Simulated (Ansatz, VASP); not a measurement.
# BiAs: VASP beside Ansatz

One calculation is typed for both programs; each brings its own data sets and cutoff. How far apart do they land? The cell is invented: As first built, before any earlier steps moved the atoms: it takes the AlAs structure with some of its atoms replaced by other elements, volume scaled by an estimate. It may not be a known or stable phase. The cell comes out of the VASP series on this material, whose earlier steps may have relaxed, scaled or displaced it; both programs get it as it stands.

Calculated with Ansatz 0.2.0; plane waves, with VASP 6.6.1 beside it; band structure at PBE0 and band structure at HSEsol.

### 1. The structure

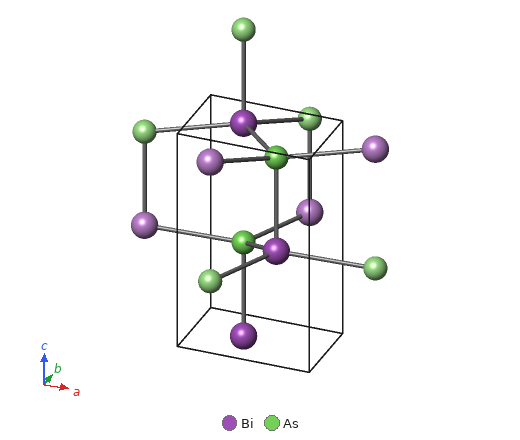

Start, viewed slightly off an axis; bismuth purple, arsenic green. Some periodic images of atoms are drawn too.

### 2. Ansatz: band structure, PBE0

Ansatz runs on its default PAW (the set named soft_2) files.

Levels along a path test the potential and the projectors away from the mesh points.

The input, input.yaml:

```yaml
crystal:
  lattice:
    - [5.0716037739, -9.1e-08, 0.0]
    - [-2.5358025406, 4.3921383167, 0.0]
    - [0.0, 0.0, 6.3422180812]
  atoms:
    - { symbol: Bi, position: [0.33333333, 0.66666667, 0.9681709195] }
    - { symbol: Bi, position: [0.66666667, 0.33333333, 0.4681709195] }
    - { symbol: As, position: [0.33333333, 0.66666667, 0.4078290805] }
    - { symbol: As, position: [0.66666667, 0.33333333, 0.9078290805] }
hamiltonian:
  xc: pbe0
  pseudopotentials: { kind: paw }
kpoints:
  mp_grid: { grid: [3, 3, 2] }
  band_path:
    path:
      - [0.0, 0.0, 0.0]
      - [0.4, 0.0, 0.0]
      - [0.4, 0.2, 0.0]
      - [0.2, 0.2, 0.0]
      - [0.13333, 0.13333, 0.0]
      - [0.0, 0.0, 0.1]
      - [0.0, 0.0, 0.5]
      - [0.4, 0.0, 0.5]
      - [0.4, 0.2, 0.5]
      - [0.2, 0.2, 0.5]
      - [0.5, 0.0, 0.4]
      - [0.33333, 0.33333, 0.0]
      - [0.33333, 0.33333, 0.5]
    npoints: 1
scf:
  occupations: { method: gaussian, width: 0.02 }
  n_extra_bands: 8
output:
  forces: true
  stress: true
  eigenvalues: true
  write_density: true
  write_potential: true
  elf: true
  volumetric_format: npy
```

Command:

```sh
$ ansatz run input.yaml --threads 4 --pin off --max-ram 9216MiB --backend cpu --events-out ev --progress --plain --runs-dir out
```

Numbers of over 12 decimals in the logs are rounded to 6 here.

The program printed:

```text
Warning: the atoms were moved onto the symmetric positions of the space group found under crystal.symmetry.tolerance 1.0e-5 (fractional; no operation is sought that the atoms, as they stand in a round, miss by more than twice it, and no atom is moved by as much as it), and the run uses the moved positions. Before a round's move an operation carried an atom to 5.07e-8 Å from where it should land, the largest such dist [...]
Warning: output.stress: scf.convergence.dr2_threshold = 1e-7 eV (the SCF's general default) is looser than the 4e-10 eV advised for a printed stress (1e-10 eV for each atom of the cell: 4). What an SCF threshold leaves in a stress goes as its square root, and in the free energy as the threshold itself, and one threshold admits the most on a small cell: [figures from the program's tests cut] Set scf.convergence.dr2_threshold to 4e-10 eV or tighter. The threshold is an SCF's pass mark: one that does not reach it within its budget of iterations ends unconverged, or closes short of it on a stop that the run arms, and scf.convergence.dr2_threshold's page says what that costs each kind of run
Warning: output.stress: scf.exx.energy_threshold = 1e-6 eV is looser than the 4e-8 eV advised for a stress under a hybrid functional (1e-8 eV for each atom of the cell: 4). Every SCF of the exchange loop can meet its threshold on dr2 while the loop round them stops early: no threshold on dr2 bounds what that leaves in the stress. Set scf.exx.energy_threshold to 4e-8 eV or tighter. The threshold is the loop's pass mark: a loop that does not reach it within its budget of cycles ends unconverged, and scf.exx.energy_threshold's page has the law
scf.n_extra_bands = 8 over 30 filled bands (N_el = 60.0): the run solves 38 bands
Engine: ansatz 0.2.0, x86_64-unknown-linux-gnu
Pseudopotentials: kind: paw
Pseudopotential: Bi, paw, valence charge 15, recommended cutoff 420 eV (normal), Bi.paw.azcp
Pseudopotential: As, paw, valence charge 15, recommended cutoff 420 eV (normal), As.paw.azcp
Functional definition: PBE0
  parameter a = 0.25
  parameter kappa = 0.804
  parameter beta = 0.066725
  exchange = (1 - a)*pbe_x(kappa = kappa, mu = beta*pi^2/3) + a*exact_x
  correlation = pbe_c(beta = beta)
Crystal: 4 atoms, lattice volume = 141.274 Å³
Basis set: ecut = 420 eV, 2763 PW (Γ), exchange–correlation on 72×72×90 points (8 copies of the dense FFT grid, shifted against one another)
Bands: 38, of which v1, the nominal top of the filled ones, is band 30 counted from 1 (29 counted from 0)
Symmetry: 12 space group operations
Space group: P63mc (ITA 186), of the structure as read, at distance tolerance 5.2e-5 Å
k-points: 6 of 18
Non-local potential: Bi, projectors of the file, l = 0: 2, l = 1: 2, l = 2: 2, l = 3: 2
Non-local potential: As, projectors of the file, l = 0: 2, l = 1: 2, l = 2: 3, l = 3: 1
PAW form: soft (Blöchl's): semilocal exchange-correlation on the pseudo side does not see the compensation charge
PAW frozen core: Bi, regenerated for the run's functional, and the local potential with it (the file was generated under x = pbe(κ = 0.804, μ = 0.219515), c = pbe(β = 0.066725))
PAW frozen core: As, regenerated for the run's functional, and the local potential with it (the file was generated under x = pbe(κ = 0.804, μ = 0.219515), c = pbe(β = 0.066725))
PAW one-centre angular grid: Bi, 590 points (default); XC on 64 Gauss nodes
PAW one-centre angular grid: As, 590 points (default); XC on 64 Gauss nodes
Initial density: superposition of atomic densities (neutral atoms: chi_scale 0, normalization atom), corrected by the library's trained network
Initial wavefunctions: pseudopotential atomic-orbital guess
Functional: x = pbe(κ = 0.804, μ = 0.219515), c = pbe(β = 0.066725), warm-up for x = 0.75 pbe(κ = 0.804, μ = 0.219515) + 0.25 exact, c = pbe(β = 0.066725)
SCF iter   1: F=—  HF=-34504.890966 eV  |F-HF|=—  |Δ(HF+E_count)|=         —  Δρ=1.77e-3  dr2=4.60e-3  ethr=1.77e-3  ⟨swp⟩=10.0  Hψ=934  notcnv=0
preconditioner: auto → none  [insulator: Δε(μ)=0.564 eV  Ē_g=8.932 eV  σ=0.020 eV  W_gap=1.00  n_scr=22 (ndim 8)  ℏωp=14.0 eV  f_vac=0.138  D(μ)=0.00/eV (n_scr^D=0)]
SCF iter   2: F=—  HF=-34504.893562 eV  |F-HF|=—  |Δ(HF+E_count)|=   2.60e-3  Δρ=8.21e-4  dr2=9.26e-4  ethr=7.67e-6  ⟨swp⟩=5.3  Hψ=751  notcnv=0  defer=5
SCF iter   3: F=—  HF=-34504.894332 eV  |F-HF|=—  |Δ(HF+E_count)|=   7.70e-4  Δρ=3.50e-4  dr2=3.32e-4  ethr=1.54e-6  ⟨swp⟩=3.7  Hψ=520  notcnv=0  defer=2
iter 4 solved again at ethr=3.28e-8 eV; its pass at ethr=5.53e-7 eV (dr2=1.97e-5 eV) is discarded
SCF iter   4: F=-34504.894296 eV  HF=-34504.894295 eV  |F-HF|=1.71e-6  |Δ(HF+E_count)|=   3.75e-5  Δρ=1.12e-4  dr2=2.03e-5  ethr=3.28e-8  ⟨swp⟩=3.3  Hψ=969  notcnv=0  defer=1
SCF 1 stopped early in 4 iterations: F = -34504.894296 eV  dr2 = 2.03e-5
  greatest PAW one-centre occupation: 0.999 electrons in one spin orbital (limit 2), on the As atom at site 2 (counted from 0), in its partial waves of l = 2
Initial density: handed on by an earlier stage of this run
Initial wavefunctions: those handed on with the density
Functional: x = 0.75 pbe(κ = 0.804, μ = 0.219515) + 0.25 exact, c = pbe(β = 0.066725)
Frozen-core exchange: fock
SCF iter   1: F=—  HF=-34508.020269 eV  |F-HF|=—  |Δ(HF+E_count)|=         —  Δρ=4.43e-3  dr2=1.54e-2  ethr=3.38e-7  ⟨swp⟩=10.5  Hψ=1278  notcnv=0
preconditioner: auto → none  [insulator: Δε(μ)=1.333 eV  Ē_g=10.712 eV  σ=0.020 eV  W_gap=1.00  n_scr=22 (ndim 8)  ℏωp=14.0 eV  f_vac=0.145  D(μ)=0.00/eV (n_scr^D=0)]
SCF iter   2: F=—  HF=-34508.007649 eV  |F-HF|=—  |Δ(HF+E_count)|=   1.26e-2  Δρ=1.98e-3  dr2=4.62e-3  ethr=3.38e-7  ⟨swp⟩=4.7  Hψ=842  notcnv=0
SCF iter   3: F=—  HF=-34508.007047 eV  |F-HF|=—  |Δ(HF+E_count)|=   6.02e-4  Δρ=7.79e-4  dr2=3.32e-3  ethr=3.38e-7  ⟨swp⟩=4.2  Hψ=667  notcnv=0
SCF iter   4: F=—  HF=-34508.023752 eV  |F-HF|=—  |Δ(HF+E_count)|=   1.67e-2  Δρ=8.79e-4  dr2=9.11e-4  ethr=3.38e-7  ⟨swp⟩=4.3  Hψ=856  notcnv=0
SCF iter   5: F=—  HF=-34508.023524 eV  |F-HF|=—  |Δ(HF+E_count)|=   2.28e-4  Δρ=1.85e-4  dr2=2.16e-4  ethr=3.38e-7  ⟨swp⟩=3.3  Hψ=590  notcnv=0
SCF iter   6: F=—  HF=-34508.024251 eV  |F-HF|=—  |Δ(HF+E_count)|=   7.27e-4  Δρ=1.71e-4  dr2=7.41e-5  ethr=5.49e-8  ⟨swp⟩=4.2  Hψ=594  notcnv=0
SCF iter   7: F=—  HF=-34508.024329 eV  |F-HF|=—  |Δ(HF+E_count)|=   7.81e-5  Δρ=1.03e-4  dr2=2.97e-5  ethr=5.49e-8  ⟨swp⟩=3.2  Hψ=448  notcnv=0
SCF iter   8: F=-34508.024330 eV  HF=-34508.024330 eV  |F-HF|=7.84e-8  |Δ(HF+E_count)|=   1.39e-6  Δρ=1.03e-5  dr2=1.21e-6  ethr=4.22e-8  ⟨swp⟩=3.2  Hψ=465  notcnv=0
SCF 2 stopped early in 8 iterations: F = -34508.024330 eV  dr2 = 1.21e-6
  Residual-converged pass: ⟨swp⟩=4.2  Hψ=768  notcnv=0  max |occ|·‖R‖ = 6.4e-6 eV (tolerance 6.7e-6 eV)  dr2=1.22e-6  dr2_onsite=5.35e-8  max |Δocc| = 0.0e0
  greatest PAW one-centre occupation: 0.999 electrons in one spin orbital (limit 2), on the As atom at site 3 (counted from 0), in its partial waves of l = 2
hybrid outer 1: dexx = +2.248e-2 eV, tail = 9.94e-5 eV
Frozen-core exchange: fock
SCF iter   1: F=—  HF=-34508.024577 eV  |F-HF|=—  |Δ(HF+E_count)|=         —  Δρ=4.25e-5  dr2=1.48e-6  ethr=8.28e-7  ⟨swp⟩=4.0  Hψ=504  notcnv=0
preconditioner: auto → none  [insulator: Δε(μ)=1.339 eV  Ē_g=10.717 eV  σ=0.020 eV  W_gap=1.00  n_scr=22 (ndim 8)  ℏωp=14.0 eV  f_vac=0.144  D(μ)=0.00/eV (n_scr^D=0)]
SCF iter   2: F=—  HF=-34508.024580 eV  |F-HF|=—  |Δ(HF+E_count)|=   2.96e-6  Δρ=2.71e-5  dr2=7.76e-7  ethr=2.04e-9  ⟨swp⟩=4.5  Hψ=772  notcnv=0
SCF iter   3: F=—  HF=-34508.024580 eV  |F-HF|=—  |Δ(HF+E_count)|=   1.63e-7  Δρ=1.06e-5  dr2=1.10e-7  ethr=1.25e-9  ⟨swp⟩=3.0  Hψ=444  notcnv=0
SCF iter   4: F=—  HF=-34508.024580 eV  |F-HF|=—  |Δ(HF+E_count)|=   1.20e-8  Δρ=3.92e-6  dr2=1.59e-8  ethr=1.55e-10  ⟨swp⟩=3.3  Hψ=464  notcnv=0  defer=6
SCF iter   5: F=—  HF=-34508.024580 eV  |F-HF|=—  |Δ(HF+E_count)|=   8.14e-9  Δρ=1.87e-6  dr2=1.09e-8  ethr=2.58e-11  ⟨swp⟩=4.7  Hψ=556  notcnv=0  defer=3
SCF iter   6: F=-34508.024580 eV  HF=-34508.024580 eV  |F-HF|=6.55e-11  |Δ(HF+E_count)|=   1.51e-9  Δρ=2.87e-7  dr2=8.00e-11  ethr=1.58e-11  ⟨swp⟩=3.2  Hψ=461  notcnv=0  defer=1
SCF 3 converged in 6 iterations: F = -34508.024580 eV  dr2 = 8.00e-11
  Residual-converged pass: ⟨swp⟩=4.0  Hψ=611  notcnv=0  max |occ|·‖R‖ = 6.1e-7 eV (tolerance 6.3e-7 eV)  dr2=8.55e-11  dr2_onsite=2.64e-11  max |Δocc| = 0.0e0
hybrid outer 2: dexx = +1.353e-6 eV, tail = 4.90e-8 eV, Δε = 1.72e-3 eV (about 7.12e-5 eV left of the loop's levels), ΔF = 5.88e-3 eV/Å (tail 9.84e-4)
NSCF: frozen V_eff on 13 k-points
hybrid SCF converged: 2 outer / 14 inner (+4 warm-up), last move |dexx| = 1.35e-6 eV, tail = 4.90e-8 eV
Stability not checked: this state was not tested for a lower state beside it, because the functional holds exact exchange (a hybrid, or Hartree-Fock), whose exchange loop this test does not read (fock_operator; see scf.lower_state_search)
Free energy (F): -34508.024580 eV
Frozen-core exchange: fock
Harris-Foulkes:  -34508.024580 eV  (|F-HF|=6.55e-11)
Internal energy: -34508.024580 eV  (E = F + TS)
E sigma→0 (E₀):  -34508.024580 eV
Fermi energy:    7.371599 eV
--- Per-component energies (eV) ---
  E_band       = -1008.933213
  E_kinetic    = 801.955833
  E_local      = -7783.222403  (includes V_loc(G=0)·N_el)
  E_nonlocal   = -219.026835
  E_hartree    = 3452.660350
  E_xc         = -353.577915
  E_vxc        = -342.320785  (∫ρ·V_xc dr)
  E_exx        = -215.906216  (= α·E_x^exact, valence–valence)
  E_paw        = -24886.667410  (= ΣΔE_a)
  E_vpaw       = 60.172327  (= ΣTr[D̂ρ^β])
  E_aug_tail   = -0.000851  (compensation charges beyond the density's cutoff)
  E_ewald      = -5303.040473
  E_core_change = -1.198660  (= ΣΔE_core)
  E_smearing   = -0.000000  (= −TS)
  E_closure    = -0.000000  (closes the sum)
  Σ components = -34508.024580   (vs F -34508.024580, Δ=0.00e0)
--- Forces (eV/Å), atoms counted from 1 ---
  atom   1  Bi     0.00000000     0.00000000     0.32338537
  atom   2  Bi    -0.00000000    -0.00000000     0.32338537
  atom   3  As     0.00000000    -0.00000000    -0.32364575
  atom   4  As    -0.00000000     0.00000000    -0.32364575
  max |Σ_I F_I| component: 5.21e-4 eV/Å
--- Stress (GPa, compression-positive) ---
       -3.234019       0.000000       0.000000
       -0.000000      -3.234019       0.000000
        0.000000       0.000000       2.059529
  P = ⅓ Tr σ = -1.4695 GPa (-14.695 kbar)
--- Band table (eV; the first three rows and the last of 6) ---
  k-point 0: bands = [... 26 lower, 3.0822, 4.9317, 4.9754, 4.9754, 8.0413, 8.0413, 10.3366, 10.3366, ... 4 higher]
  k-point 1: bands = [... 26 lower, 3.8654, 3.8654, 4.5490, 4.5490, 8.9959, 8.9959, 8.9959, 8.9959, ... 4 higher]
  k-point 2: bands = [... 26 lower, 3.6769, 4.2707, 4.3614, 6.0337, 8.7453, 9.7493, 10.7768, 11.6256, ... 4 higher]
  k-point 5: bands = [... 26 lower, 4.8871, 4.8871, 6.5960, 6.5960, 8.5930, 8.5930, 9.1265, 9.1265, ... 4 higher]
```

Elapsed: 50 s, on 4 threads of Intel Xeon 6975P-C (Granite Rapids), shared host; peak memory 1.2 GiB; 2.9 min of CPU time.

The column dr2 measures how far the density is from self-consistency, as an energy; F and HF (Harris–Foulkes) agree once it is small.

(Continued in part 2 of 2.)

[Lines on the potential files, build, host, timing and source positions are cut from VASP's logs without a mark.]

[Logs are printed without paths, hosts, clocks, repeated set-up lines and the standing remarks that a program may print on its own settings, such as how far it seeks lower states.]

[Hosts, paths, dates, database ids (printed as entryN), source tags and the programs' standing remarks are cut or masked in the printed files.]
